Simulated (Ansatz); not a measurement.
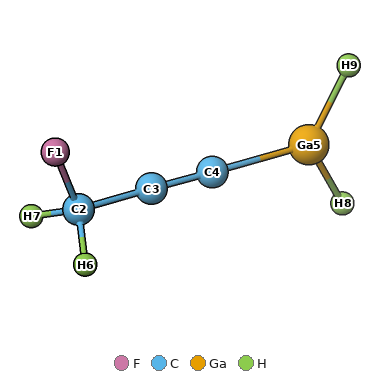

The system is C₃H₄FGa, SMILES FCC#[C][GaH2]; the picture shows the reference structure. Coordinates scanned: (1) angle C2–C3–C4 (carried through 180); (2) change of the bonds C3–C2, C3–C4, all alike. Nothing is relaxed (all other coordinates rigid). The grid has 11 × 11 points. Points are written as (first, second). Energies: kJ/mol, counted from the relaxed molecule at the same level. Computed with RKS B3LYP-D4/def2-TZVP (Ansatz 0.2.0).

Its coordinates:

```xyz
9

F     2.0326    1.9558   -0.1630
C     1.6948    0.7435   -0.7677
C     0.4696    0.1952   -0.2207
C    -0.5534   -0.2795    0.2240
Ga   -2.1753   -1.0123    0.9441
H     1.5878    0.9283   -1.8399
H     2.5280    0.0534   -0.6109
H    -2.6809   -2.3708    0.3649
H    -2.9031   -0.2136    2.0691
```

Range: angle C2–C3–C4 (carried through 180) from 140 to 220°; change of the bonds C3–C2, C3–C4, all alike from −0.146 to 0.226 Å.

What landscape does the calculation give?

The lowest grid point is at (180°, 0.003 Å), 0.09 kJ/mol from the relaxed molecule at the same level. No other kind of well shows on this grid. The highest grid point, (220°, −0.146 Å), lies 268 kJ/mol above the lowest. Round the minimum the two coordinates are nearly uncoupled.

```
second ↓, first →  140  148  156  164  172  180  188  196  204  212  220
            0.226  231  226  222  219  217  217  217  219  222  227  233
            0.189  181  174  168  165  162  162  163  165  169  176  184
            0.152  136  127  120  115  113  112  113  116  122  129  139
            0.114   96   86   77   72   68   67   69   73   79   89  101
            0.077   67   54   45   38   34   33   35   39   47   58   72
            0.040   49   34   23   15   11   10   12   17   26   38   55
            0.003   45   28   15    7    2    0    2    9   19   33   52
           −0.035   59   40   26   16   10    8   11   18   30   46   68
           −0.072   96   74   58   47   40   39   42   50   63   81  105
           −0.109  159  135  117  105   97   95   99  108  122  143  170
           −0.146  255  229  209  195  187  185  189  198  215  238  268
```

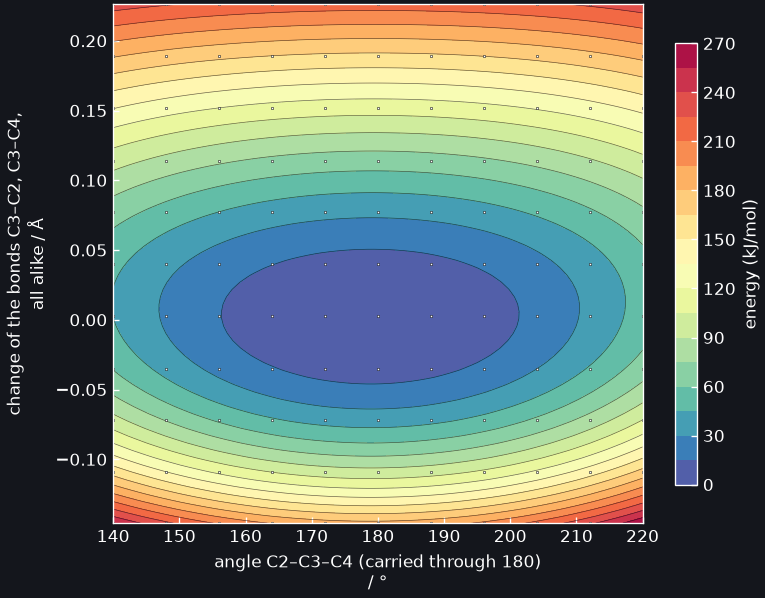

The picture shows filled contours, dots at the grid points. Between grid points the surface is interpolated.

The whole map (121 points run) took 44 min on 1 thread of Arm Neoverse N1 (shared host).
